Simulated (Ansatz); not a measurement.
**C2H8FHfN: how energies converge with the basis set**

Aim: see how fast density functionals converge with the basis set for C2H8FHfN.

Method: one geometry, several basis sets; program: Ansatz 0.2.0, Gaussian basis.

Levels to be run: PBE0-D4/def2-SVP; ωB97M-V/def2-SVP; PBE0-D4/def2-QZVPP; ωB97M-V/def2-QZVPP; the functionals' def2-TZVPP values are taken from earlier runs.

### 1 The geometry

The geometry comes from an earlier relaxation with PBE0-D4 in a triple-zeta def2 set; it is a stationary point, not always the lowest conformer. Hf takes the def2 core potential; no spin-orbit term is included.

SMILES `[CH3][Hf]([CH3])([NH2])[F]`, 13 atoms, charge 0, spin multiplicity 1.

Atoms are counted from 1 here; the program's logs count them from 0.

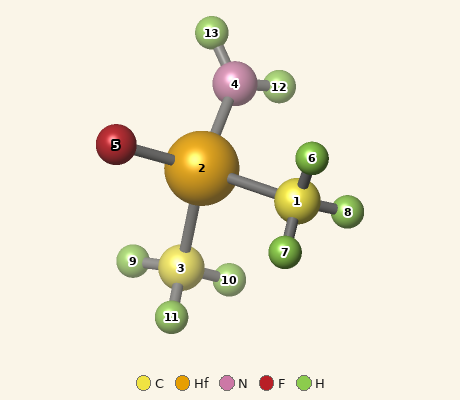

The geometry (carbon yellow, hafnium amber, nitrogen pink, fluorine red, hydrogen green); atoms are numbered from 1 in the order of the file.

### 2 PBE0-D4 in def2-SVP

in.yaml

```yaml
crystal:
  periodic: [false, false, false]
  atoms:
    - {symbol: C, position_ang: [-1.723767, 0.145727, -0.903268]}
    - {symbol: Hf, position_ang: [0.293844, 0.620398, -0.099785]}
    - {symbol: C, position_ang: [1.440405, -1.266375, -0.359336]}
    - {symbol: N, position_ang: [0.114941, 0.983762, 1.884023]}
    - {symbol: F, position_ang: [1.103119, 2.060526, -1.062266]}
    - {symbol: H, position_ang: [-2.396098, 1.011282, -0.900698]}
    - {symbol: H, position_ang: [-1.658782, -0.212592, -1.938556]}
    - {symbol: H, position_ang: [-2.213161, -0.643331, -0.319287]}
    - {symbol: H, position_ang: [2.489373, -1.170918, -0.056500]}
    - {symbol: H, position_ang: [1.008208, -2.083525, 0.231120]}
    - {symbol: H, position_ang: [1.432919, -1.588066, -1.408668]}
    - {symbol: H, position_ang: [-0.290186, 0.331877, 2.543415]}
    - {symbol: H, position_ang: [0.399166, 1.811236, 2.389808]}
basis:
  gaussian: {orbitals: def2-SVP}
hamiltonian: {xc: pbe0, dispersion: d4}
output: {orbitals: {seedname: orbitals}}
```

Started as:

```console
$ ansatz run in.yaml --threads 2 --pin off --events-out ev --progress --plain --max-ram 32768MiB --backend cpu
```

Further steps of the session: ωB97M-V in def2-SVP; PBE0-D4 in def2-QZVPP; ωB97M-V in def2-QZVPP.

Q: Predict the results of all the runs planned. Wanted: PBE0-D4: double and triple zeta above quadruple; ωB97M-V: double and triple zeta above quadruple.

As calculated:

| quantity | value |
| --- | --- |
| PBE0-D4: double and triple zeta above quadruple | 8.43, 0.39 eV |
| ωB97M-V: double and triple zeta above quadruple | 8.77, 0.37 eV |

**Reading.** PBE0-D4 gains 8.04 eV from double to triple zeta, then 0.39 eV more. Total energies overstate the basis error of differences, where much of it tends to cancel. The LUMO of ωB97M-V is positive and keeps falling with the basis (1.34 to 0.53 eV): an unbound level that the basis holds in place.
